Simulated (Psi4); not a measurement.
# InF (SMILES [F][In]): M06-2X/def2-TZVPP (core potential)

Aim: the vertical singlet–triplet gap of InF at M06-2X/def2-TZVPP (core potential), from 2 runs. 

The calculation is run with Psi4 1.11.

1 further run of the same task is left out (set aside as unsound or not needed).

## Step 1: The molecule

InF: 2 atoms, total charge 0, spin state singlet. SMILES: `[F][In]`. Geometry: relaxed at PBE0-D4/def2-TZVP.

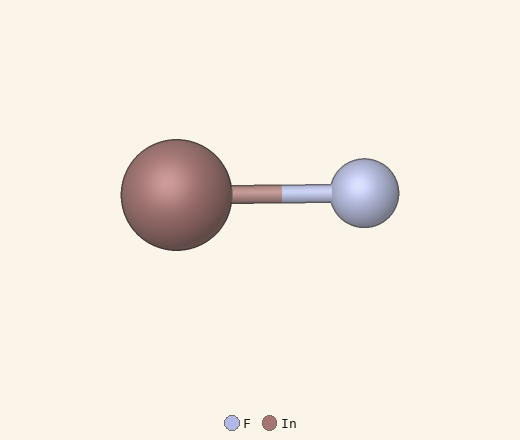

Viewed from a chosen angle; fluorine light blue, indium brown.

## Step 2: The energy at M06-2X/def2-TZVPP (core potential)

Contents of fin.json:

```json
{
  "schema_name": "qcschema_input",
  "schema_version": 1,
  "molecule": {
    "schema_name": "qcschema_molecule",
    "schema_version": 2,
    "symbols": ["F", "In"],
    "geometry": [0.0, 0.0, 0.03006554, 0.0, 0.0, 3.79755583],
    "molecular_charge": 0,
    "molecular_multiplicity": 1,
    "fix_symmetry": "c1",
    "fix_com": true,
    "fix_orientation": true
  },
  "driver": "energy",
  "model": {
    "method": "m06-2x",
    "basis": "def2-TZVPP"
  },
  "keywords": {
    "puream": true,
    "e_convergence": 1e-09,
    "d_convergence": 1e-08,
    "scf_type": "pk",
    "dft_radial_points": 99,
    "dft_spherical_points": 590
  }
}
```

Launch:

```console
$ psi4 --qcschema fin.json -n 1 --memory 2200MB
```

stdout:

```text
[...]
    !!!  WARNING: ECP capability is in beta. Please check occupations closely.  !!!
[...]
  Running in c1 symmetry.
[...]
  Nuclear repulsion =   50.166021794843168
[...]
  Multiplicity = 1
[...]
  Nalpha       = 15
  Nbeta        = 15
[...]
    Number of basis functions: 81
[...]
   @RKS iter   1:  -289.82589866634652   -1.10611e+00   8.10285e-03 DIIS/ADIIS
[...]
   @RKS iter  11:  -289.98040757621942   -2.18847e-11   8.28642e-09 DIIS
[...]
    Orbital Energies [Eh]
    ---------------------
    Doubly Occupied:
       1A    -25.136068     2A     -4.879045     3A     -3.257061
       4A     -3.257061     5A     -3.248035     6A     -1.204341
       7A     -0.878488     8A     -0.878488     9A     -0.871101
      10A     -0.871101    11A     -0.866720    12A     -0.468888
      13A     -0.421305    14A     -0.421305    15A     -0.305196
[...]
  @RKS Final Energy:  -289.98040757621942
   => Energetics <=
    Nuclear Repulsion Energy =             50.1660217948431679
    One-Electron Energy =                -575.5676093660513288
    Two-Electron Energy =                 248.5715547479140639
    DFT Exchange-Correlation Energy =     -13.1503747529252379
    Empirical Dispersion Energy =           0.0000000000000000
    VV10 Nonlocal Energy =                  0.0000000000000000
    Total Energy =                       -289.9804075762193634
[...]
 Multipole Moments:
 ------------------------------------------------------------------------------------
     Multipole            Electronic (a.u.)      Nuclear  (a.u.)        Total (a.u.)
 ------------------------------------------------------------------------------------
 L = 1.  Multiply by 2.5417464519 to convert [e a0] to [Debye]
 Dipole X            :          0.0000000            0.0000000            0.0000000
 Dipole Y            :          0.0000001            0.0000000            0.0000001
 Dipole Z            :        -78.6578251           80.0192623            1.3614372
 Magnitude           :                                                    1.3614372
[...]
```

The result, in JSON:

```text
{
 "driver": "energy",
 "model": {
  "method": "m06-2x",
  "basis": "def2-TZVPP"
 },
 "success": true,
 "return_result": -289.9804075762194,
 "properties": {
  "calcinfo_nbasis": 81,
  "calcinfo_nmo": 81,
  "calcinfo_nalpha": 15,
  "calcinfo_nbeta": 15,
  "calcinfo_natom": 2,
  "nuclear_repulsion_energy": 50.16602179484317,
  "return_energy": -289.9804075762194,
  "scf_one_electron_energy": -575.5676093660513,
  "scf_two_electron_energy": 248.57155474791406,
  "scf_xc_energy": -13.150374752925238,
  "scf_dipole_moment": [1.3598537123098762e-09, 5.278867495493841e-08, 1.3614372276681763],
  "scf_total_energy": -289.9804075762194,
  "scf_iterations": 11
 }
}
```

Wall time 18 s (1 thread of Intel Xeon at 2.50GHz (Skylake/Cascade Lake), shared host); peak memory 0.85 GiB.

## Step 3: The triplet

Contents of fin.xyz:

```xyz
2
FIn
F      0.000000     0.000000     0.015910
In     0.000000     0.000000     2.009580
```

Contents of fin.py:

```python
import psi4

psi4.set_memory(2200000000)
psi4.set_num_threads(1)
psi4.set_output_file('fin.out', False)

with open('fin.xyz') as f:
    atoms = ''.join(f.readlines()[2:])
m = psi4.geometry('0 3\n' + atoms + 'symmetry c1')

psi4.set_options({
    'reference': 'uks',
    'puream': True,
    'e_convergence': 1e-09,
    'd_convergence': 1e-08,
    'scf_type': 'pk',
    'dft_radial_points': 99,
    'dft_spherical_points': 590,
    'maxiter': 100,
})

e_tot, wfn = psi4.energy("m06-2x/def2-TZVPP", return_wfn=True)
psi4.oeprop(wfn, "QUADRUPOLE", "DIPOLE", "MULLIKEN_CHARGES", title="M06-2X")
print('E =', round(e_tot, 9))
```

Launch:

```console
$ python fin.py
```

fin.out (excerpt; [...] marks lines left out):

```text
[...]
    !!!  WARNING: ECP capability is in beta. Please check occupations closely.  !!!
[...]
  Running in c1 symmetry.
[...]
  Nuclear repulsion =   50.166021867525714
[...]
  Multiplicity = 3
[...]
  Nalpha       = 16
  Nbeta        = 14
[...]
    Number of basis functions: 81
[...]
   @UKS iter   1:  -289.70209514278355   -9.72429e-01   7.65072e-03 DIIS/ADIIS
[...]
   @UKS iter  14:  -289.84596209260201   -4.88853e-12   8.21170e-09 DIIS
[...]
   @S^2 Observed:                2.006041293E+00
[...]
  @UKS Final Energy:  -289.84596209260201
   => Energetics <=
    Nuclear Repulsion Energy =             50.1660218675257141
    One-Electron Energy =                -574.2969131223158001
    Two-Electron Energy =                 247.4032662186791640
    DFT Exchange-Correlation Energy =     -13.1183370564911268
    Empirical Dispersion Energy =           0.0000000000000000
    VV10 Nonlocal Energy =                  0.0000000000000000
    Total Energy =                       -289.8459620926020079
[...]
 Multipole Moments:
 ------------------------------------------------------------------------------------
     Multipole            Electronic (a.u.)      Nuclear  (a.u.)        Total (a.u.)
 ------------------------------------------------------------------------------------
 L = 1.  Multiply by 2.5417464519 to convert [e a0] to [Debye]
 Dipole X            :         -0.0000003            0.0000000           -0.0000003
 Dipole Y            :         -0.0000001            0.0000000           -0.0000001
 Dipole Z            :         19.1060518          -17.8711737            1.2348782
 Magnitude           :                                                    1.2348782
 L = 2.  Multiply by 1.3450342976 to convert [e a0^2] to [Debye ang]
 Quadrupole XX       :        -23.8276898            0.0000000          -23.8276898
 Quadrupole XY       :          1.0028403            0.0000000            1.0028403
[...]
  Mulliken Charges: (a.u.)
   Center  Symbol    Alpha    Beta     Spin     Total
       1     F     4.83907  4.64790  0.19117 -0.48697
       2    IN    11.16093  9.35210  1.80883  0.48697
   Total alpha = 16.00000, Total beta = 14.00000, Total charge = -0.00000
```

Standard output:

```text
E = -289.845962093
```

Wall time 32 s (1 thread of Intel Xeon at 2.50GHz (Skylake/Cascade Lake), shared host); peak memory 0.85 GiB.

## Step 4: Results

At M06-2X/def2-TZVPP (core potential):

```
                                        quantity          value
                           singlet: total energy  -289.98041 Eh
                          singlet: dipole moment         3.46 D
                            singlet: HOMO energy       -8.30 eV
                            singlet: LUMO energy       -0.97 eV
                          singlet: HOMO–LUMO gap        7.34 eV
                           triplet: total energy  -289.84596 Eh
                          triplet: dipole moment         3.14 D
     triplet: HOMO energy (highest over α and β)       -4.97 eV
                                   triplet: ⟨S²⟩          2.006
vertical energy of the triplet above the singlet       3.658 eV
```

**Reading.** At this shape the triplet lies 3.66 eV (353 kJ/mol) above the singlet.
